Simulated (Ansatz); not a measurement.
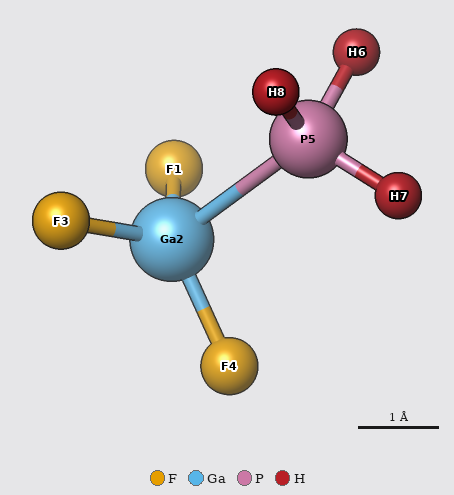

**Figure 1.** The structure as given in the input (ball-and-stick view, seen at a tilt; atoms are numbered from 1 in the order of the input). Sticks mark near contacts. Bond lengths as drawn: F–Ga 1.75 Å, Ga–P 2.49 Å and H–P 1.41 Å.

**GaPH3F3: a changed input and its effect**

System: GaPH3F3.
Method of the first run: RKS PBE0-D4/def2-SVP (Ansatz 0.2.0).

The geometry comes from this level: PBE0-D4/def2-TZVP. Text and figures count atoms from 1; the logs count them from 0 in places.

## The input, the first run
```yaml
crystal:
  periodic: [false, false, false]
  atoms:
    - {symbol: F, position_ang: [-0.150421, -2.040264, 1.276939]}
    - {symbol: Ga, position_ang: [0.736087, -1.171020, 0.038419]}
    - {symbol: F, position_ang: [2.309345, -0.537026, 0.483892]}
    - {symbol: F, position_ang: [0.540587, -1.722957, -1.614626]}
    - {symbol: P, position_ang: [-0.581201, 0.944092, -0.044220]}
    - {symbol: H, position_ang: [-1.670515, 1.058755, 0.837469]}
    - {symbol: H, position_ang: [-1.197177, 1.271461, -1.265094]}
    - {symbol: H, position_ang: [0.105494, 2.139760, 0.231321]}
basis:
  gaussian: {orbitals: def2-SVP}
hamiltonian: {xc: pbe0, dispersion: d4}
output: {orbitals: {seedname: orbitals}}
```

Hardware: 4 CPU threads, shared host.

## Output (the first run)
```
Functional definition: PBE0
  parameter a = 0.25
  parameter kappa = 0.804
  parameter beta = 0.06672455060314922
  exchange = (1 - a)*pbe_x(kappa = kappa, mu = beta*pi^2/3) + a*exact_x
  correlation = pbe_c(beta = beta)
1014 factors; integrals over basis functions are off by at most 9.3e-4 eV
mean field evaluation 1: about -69829.7007 eV, gradient 6.0e1 eV
mean field evaluation 2: about -69818.7907 eV, gradient 1.1e2 eV
mean field evaluation 4: about -69835.3614 eV, gradient 1.5e0 eV
mean field evaluation 8: about -69835.4642 eV, gradient 1.1e-1 eV
mean field evaluation 16: about -69835.4643 eV, gradient 4.5e-5 eV
mean field -69835.46426987 eV, -2566.4059757399 hartree, gradient 4.5e-5 eV, S^2 0.000000; 0 other end points of the search recorded, 0 dependent functions left out
reference -69835.46430305 eV, -2566.4059769591 hartree; 38, 38 occupied and 69, 69 virtual orbitals, 1014 factors
Total energy: -69835.60955009 eV, -2566.4113146895 hartree
```

For the second run the input was changed thus:
```diff
-hamiltonian: {xc: pbe0, dispersion: d4}
+hamiltonian: {xc: {name: wB97M-V}}
```

What does this change do to the results?

The total energies belong to different models, so their difference says nothing on which is more stable or more accurate. The HOMO goes from −9.63 to −11.86 eV. The LUMO goes from −0.64 to 1.36 eV.

## Output (the second run)
```
Functional definition: wB97M-V
  parameter omega = 0.3/bohr
  parameter cx = 0.15
  parameter cx01 = 1.007
  parameter cx10 = 0.259
  parameter css00 = 0.443
  parameter css04 = -1.437
  parameter css10 = -4.535
  parameter css20 = -3.390
  parameter css43 = 4.278
  parameter cos00 = 1.000
  parameter cos10 = 1.358
  parameter cos20 = 2.924
  parameter cos21 = -8.812
  parameter cos60 = -1.390
  parameter cos61 = 9.142
  parameter b = 6.0
  parameter c = 0.01
  gx(w, u) = 1 - cx + cx01*u + cx10*w
  gss(w, u) = css00 + css04*u^4 + css10*w + css20*w^2 + css43*w^4*u^3
  gos(w, u) = cos00 + cos10*w + (cos20 + cos21*u)*w^2 + (cos60 + cos61*u)*w^6
  exchange = spin_sum(e_x_unif_sr(omega)*gx(b97_w, b97_u_x)) + cx*exact_x_sr(omega) + exact_x_lr(omega)
  correlation = spin_sum(e_c_pw_mod_same_spin*gss(b97_w, b97_u_same))
      + integral(e_c_pw_mod_opposite_spin*gos(b97_w_opposite, b97_u_opposite)) + vv10(b, c)
1014 factors; integrals over basis functions are off by at most 9.3e-4 eV
266 factors; integrals over basis functions are off by at most 8.0e-6 eV
mean field evaluation 1: about -69841.8676 eV, gradient 5.8e1 eV
mean field evaluation 2: about -69840.5270 eV, gradient 7.3e1 eV
mean field evaluation 4: about -69847.9288 eV, gradient 1.9e0 eV
mean field evaluation 8: about -69847.9919 eV, gradient 8.1e-2 eV
mean field evaluation 16: about -69847.9919 eV, gradient 2.0e-5 eV
mean field -69847.99188845 eV, -2566.8663572312 hartree, gradient 2.0e-5 eV, S^2 0.000000; 0 other end points of the search recorded, 0 dependent functions left out
reference -69847.99193982 eV, -2566.8663591189 hartree; 38, 38 occupied and 69, 69 virtual orbitals, 1014 factors
Total energy: -69847.99193982 eV, -2566.8663591189 hartree
```

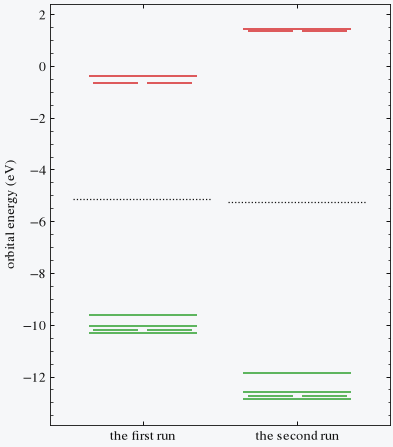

**Figure 2.** The five highest filled and three lowest empty orbital energies of the two runs; the dotted lines part filled from empty levels. The HOMO–LUMO gap is 8.99 eV in the first run and 13.22 eV in the second run.

## The two runs side by side

```csv
quantity,the first run,the second run
outcome,converged,converged
total energy (hartree),−2566.411315,−2566.866359
HOMO (eV),−9.63,−11.86
LUMO (eV),−0.64,1.36
basis functions,107,107
wall time (shared host),0.95 s,3.1 s
```
